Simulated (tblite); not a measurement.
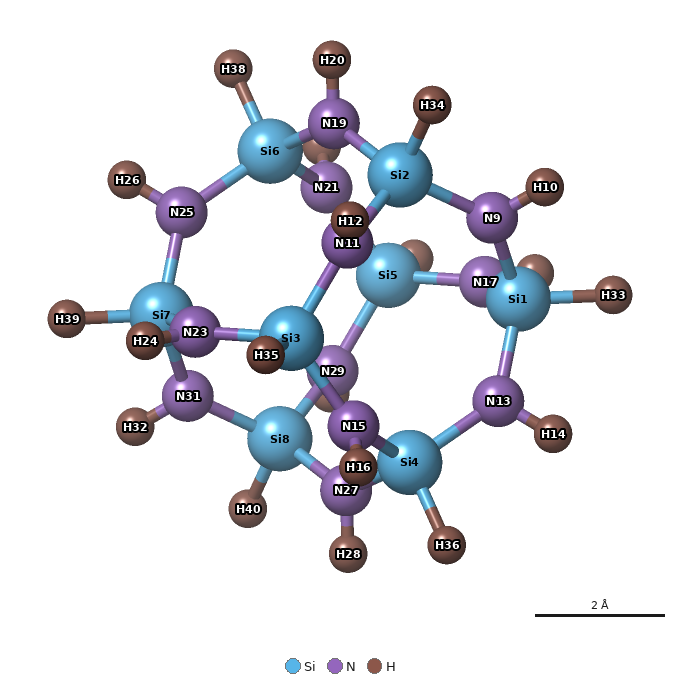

Figure 1. The structure as given in the input (ball-and-stick view, seen at a tilt; atoms are numbered from 1 in the order of the input).

## Frequency calculation, with input and output: Si$_{8}$N$_{12}$H$_{20}$

Si$_{8}$N$_{12}$H$_{20}$, computed with GFN2-xTB harmonic vibrations, gas phase (tblite 0.8.0).

## Input file
```
{"job": {"kind": "ir", "xc": "GFN2-xTB", "basis": "xTB"}, "charge": 0, "multiplicity": 1}
Si     2.278774     0.000140     1.610375
Si    -0.000114     2.278618     1.610545
Si    -2.278817     0.000455     1.610992
Si    -0.000485    -2.277153     1.611255
Si     2.277749     0.001272    -1.611383
Si    -0.001193     2.280058    -1.611266
Si    -2.278381     0.000943    -1.611167
Si     0.000318    -2.277178    -1.611153
N      1.453873     1.453863     2.054156
H      1.954299     1.954677     2.767560
N     -1.454086     1.454224     2.055015
H     -1.956349     1.956485     2.766130
N      1.452560    -1.452098     2.056945
H      1.957605    -1.957367     2.763907
N     -1.454387    -1.453233     2.056074
H     -1.955176    -1.953886     2.769317
N      2.907695     0.000407    -0.000695
H      3.912802    -0.003111    -0.000897
N     -0.001224     2.908861    -0.000098
H      0.002335     3.913968     0.000558
N      1.452570     1.454873    -2.054687
H      1.954540     1.957121    -2.765956
N     -2.907296     0.001526    -0.000114
H     -3.912350    -0.004093    -0.000111
N     -1.454912     1.455306    -2.055987
H     -1.959517     1.958777    -2.764632
N      0.000448    -2.905259     0.000056
H     -0.000723    -3.910289     0.000134
N      1.453857    -1.452799    -2.055897
H      1.958008    -1.956603    -2.764504
N     -1.452590    -1.451849    -2.056238
H     -1.956087    -1.955175    -2.765684
H      3.488163    -0.000051     2.465400
H      0.001097     3.486634     2.467933
H     -3.488486     0.001148     2.465391
H     -0.000146    -3.487242     2.465150
H      3.486090     0.001419    -2.467872
H     -0.000401     3.488794    -2.467057
H     -3.487976    -0.002013    -2.466342
H     -0.002083    -3.486348    -2.466062
```

The first line tells a small driver script what to run in tblite; the rest is the geometry in Å.

Hardware: 2 CPU threads, shared host.

Command:
```bash
OMP_NUM_THREADS=2 python <driver script> task.json out
```

## The program's output
```
mode    cm-1     km/mol
  1    -251.9      0.00
  2    -219.6      0.01
  3    -219.0      0.01
  4    -218.4      0.03
  5    -178.8      0.00
  6    -178.4      0.02
  7    -176.5      0.03
  8      33.8    180.97
  9      36.2    184.39
 10      39.2    179.81
 11      43.4      9.49
 12      48.6     10.00
 13      85.1      0.00
 14     106.0      0.00
 15     106.1      0.00
 16     113.8      0.00
 17     113.8      0.00
 18     113.9      0.00
 19     118.4      0.01
 20     118.6      0.03
 21     118.6      0.01
 22     161.6      0.00
 23     162.2      0.01
 24     203.6      0.00
 25     220.6      0.00
 26     220.7      0.00
 27     220.8      0.00
 28     234.4      0.00
 29     234.5      0.00
 30     234.6      0.00
 31     279.8    167.23
 32     279.8    167.84
 33     279.9    167.66
 34     312.3      0.00
 35     312.3      0.00
 36     346.6      0.00
 37     346.6      0.00
 38     346.6      0.00
 39     397.2      0.00
 40     403.2     53.30
 41     403.3     53.84
 42     403.3     53.96
 43     537.3     15.48
 44     537.3     15.62
 45     537.4     15.34
 46     559.5      0.00
 47     591.1      0.00
 48     591.1      0.00
 49     591.2      0.00
 50     660.0      0.00
 51     660.2      0.00
 52     660.4      0.02
 53     661.0      0.01
 54     661.4      0.00
 55     705.1      0.00
 56     705.5      0.00
 57     705.8      0.01
 58     708.4      0.00
 59     708.9      0.02
 60     771.9   1039.81
 61     772.2   1036.47
 62     772.4   1035.94
 63     786.9      0.26
 64     787.0      0.13
 65     787.2      0.37
 66     822.0      0.00
 67     822.0      0.00
 68     822.2      0.01
 69     836.0      0.01
 70     836.1      0.00
 71     970.3      0.00
 72    1003.4      0.01
 73    1003.8      0.01
 74    1004.6      0.03
 75    1004.8      0.04
 76    1005.0      0.02
 77    1023.2      0.08
 78    1023.4      0.02
 79    1023.4      0.05
 80    1059.4   1188.12
 81    1059.5   1187.97
 82    1059.8   1182.57
 83    1199.3      0.02
 84    1199.4      0.03
 85    1199.6      0.01
 86    1200.3      0.01
 87    1200.5      0.06
 88    1242.0   1109.72
 89    1242.1   1108.56
 90    1242.2   1108.65
 91    1255.1      0.26
 92    1255.3      0.07
 93    1255.4      0.11
 94    1267.1      0.07
 95    2093.2     21.41
 96    2095.0    144.91
 97    2096.2    102.43
 98    2096.9     10.18
 99    2099.1   1061.14
100    2100.1   1146.44
101    2100.2   1005.35
102    2111.6      4.75
103    3500.4      0.73
104    3500.7      0.74
105    3500.9      1.13
106    3501.1      0.37
107    3501.2      0.47
108    3501.2      0.77
109    3501.8      0.06
110    3501.9      0.10
111    3502.0      0.04
112    3502.4      0.06
113    3502.9      0.01
114    3503.1      0.03
```

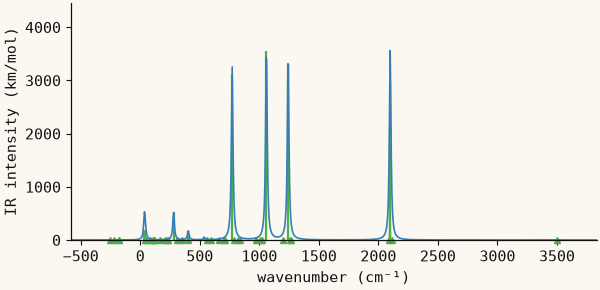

Figure 2. Harmonic infrared spectrum, unscaled: sticks (degenerate modes added up, dark ones marked on the axis) with a Lorentzian envelope of 16 cm⁻¹ full width, scaled to the tallest stick; imaginary modes are drawn at negative wavenumbers. 114 modes from 252i to 3503 cm⁻¹, 7 imaginary beyond 8i (252i, 220i, 219i, 218i cm⁻¹): not a minimum. The strongest line is at 1060 cm⁻¹ (3559 km/mol).

## Results in brief

- outcome: converged
- total energy: −1624.5341 eV
- zero-point energy: 160.9800 kcal/mol
- wall time: 16 s (CPU time 20 s)
- peak memory: 0.16 GiB
